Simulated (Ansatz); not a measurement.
BH₂SOCl: several calculations on one system

## 1. Relaxation

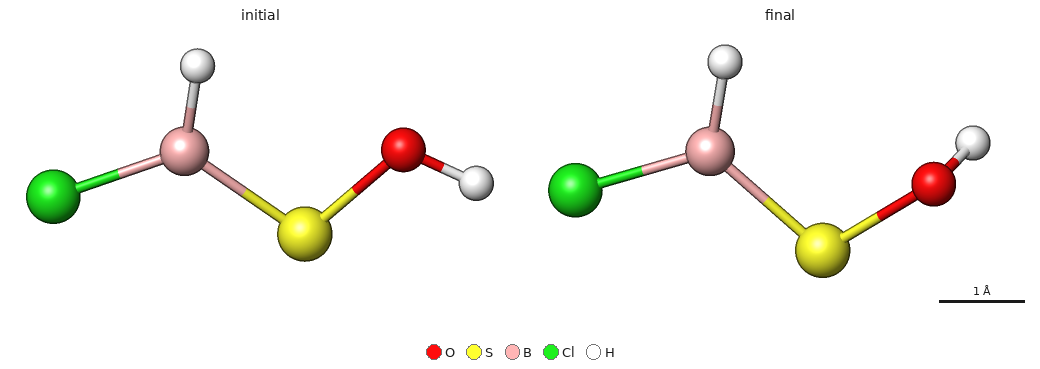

The structure of BH₂SOCl before (left) and after (right) a relaxation, at one scale.

The picture is a ball-and-stick view, seen at a tilt.

The run prepares an end point of a later path (torsion) calculation, from a guessed geometry.

These are results of RKS PBE-D4/6-31G* (Ansatz 0.2.0), not measurements.

The input:
```yaml
crystal:
  periodic: [false, false, false]
  atoms:
    - { symbol: O, position_ang: [0.19555, -0.63502, 1.46946] }
    - { symbol: S, position_ang: [-0.87672, -0.46833, 0.18785] }
    - { symbol: B, position_ang: [0.13984, 0.50678, -0.87687] }
    - { symbol: Cl, position_ang: [-0.45157, 1.01254, -2.39746] }
    - { symbol: H, position_ang: [-0.21832, -1.20593, 2.12614] }
    - { symbol: H, position_ang: [1.21122, 0.78996, -0.50912] }
basis:
  gaussian: { orbitals: "6-31G*" }
hamiltonian:
  xc: pbe
  dispersion: d4
relax:
  f_tol: 0.015
  max_steps: 40
```

Command:
```bash
ansatz run input.yaml --threads 1 --pin off --max-ram 2048MiB --backend cpu --events-out ev --progress --plain --runs-dir out
```

> Summarise the run.

H5 moves most after the best rigid fit: 0.62 Å. By element the largest moves are H 0.62 Å, O 0.49 Å, S 0.25 Å, Cl 0.14 Å, B 0.07 Å. Some distances before and after: B3–Cl4 1.708 → 1.764 Å, O1–S2 1.679 → 1.712 Å, B3–H6 1.168 → 1.198 Å, S2–B3 1.766 → 1.786 Å. Bond angles that change, for instance: O1–S2–B3 98.5° → 102.6°, S2–B3–H6 118.2° → 121.5°, S2–O1–H5 107.7° → 105.1°. Groups turn about O1–S2 by about 85°. After 15 accepted moves (19 points after the start) the energy has fallen by 18.4 kJ/mol. The largest force component goes from 1.3 to 0.0047 eV/Å. The line search rejected the trial steps at points 5, 10, 12, 14 of the run. The forces were under the threshold at step 15, but the run went on from there.

## 2. Relaxation

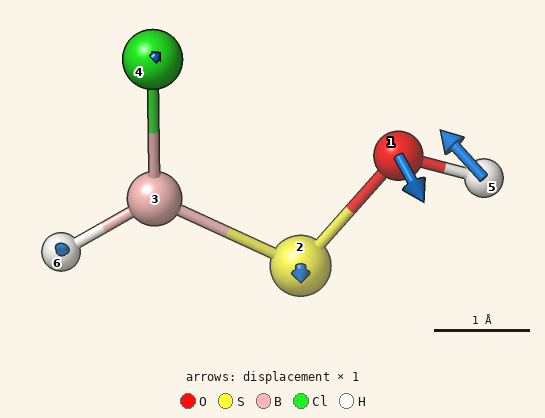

A relaxation of BH₂SOCl. The starting structure is drawn; blue arrows show the displacements, at their true length. The two geometries are superimposed by the best rigid fit.

A ball-and-stick model, seen at a tilt.

The run prepares an end point of a later path (torsion) calculation, from a guessed geometry.

Computed with RKS PBE-D4/6-31G* in Ansatz 0.2.0. Set-up: no spin polarisation; force threshold 0.015 eV/Å; at most 40 steps.

### What did the optimiser do to the structure, and how much energy did it gain?

After 16 accepted moves (19 points after the start) the energy has fallen by 4.72 kcal/mol. Largest force component: 1.2 eV/Å at the start, 0.011 eV/Å at the end. The line search rejected the trial steps at points 3, 11, 17 of the run. H5 moves most after the best rigid fit: 0.72 Å. Largest moves by element: H 0.72 Å, O 0.60 Å, S 0.22 Å, Cl 0.12 Å, B 0.07 Å. Near-neighbour distances that change, for instance: B3–Cl4 1.708 → 1.757 Å, B3–H6 1.168 → 1.201 Å, O1–S2 1.679 → 1.706 Å, O1–H5 0.964 → 0.983 Å. Bond angles that change, for instance: O1–S2–B3 98.5° → 106.4°, S2–B3–Cl4 120.1° → 124.1°, S2–B3–H6 118.2° → 114.7°. Groups turn about O1–S2 by about 100°. The run took 48 s on 1 thread of Arm Neoverse V2, on a shared host, peak memory 0.15 GiB.

## 3. Path

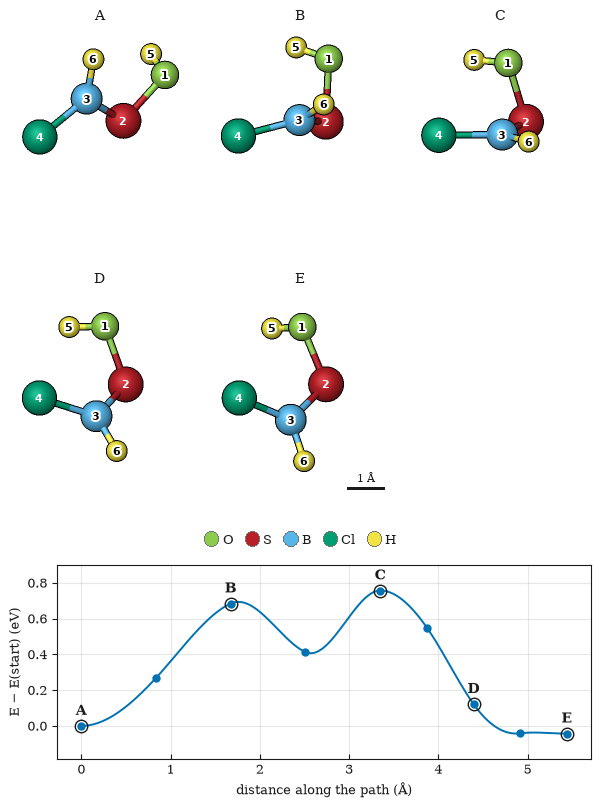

NEB run on BH2SOCl. Images are numbered from 0 (start) to 8 (end). Frames A to E are images 0, 2, 4, 6, 8. Style: ball-and-stick. Shown from a free direction.

All numbers below come from RKS PBE-D4/6-31G* in Ansatz 0.2.0. Settings: 7 movable images; climbing image; force threshold 0.05 eV/Å; iteration limit 58; starting path by image-dependent pair potential.

Question: Describe the mechanism and the energy profile.

Answer: The energy climbs by 0.76 eV to image 4 and then falls by 0.80 eV, so the end point sits at −0.04 eV. The profile has 2 maxima (images 2, 4) with a dip at image 3 (+0.41 eV), so the process runs in steps. The path has more than one stage, and so few images may leave a stage unresolved. No bond forms or breaks between the ends. Among the angles between lasting bonds that change up to the highest image: O1–S2–B3 102.6° → 79.4°, Cl4–B3–H6 121.0° → 117.3°. The band converged in 17 iterations. The largest component of the band force went from 2.1 to 0.029 eV/Å. The climbing image converged on the top of the path. Its vibrational analysis gives one imaginary mode (276i cm⁻¹), as a transition state must have.
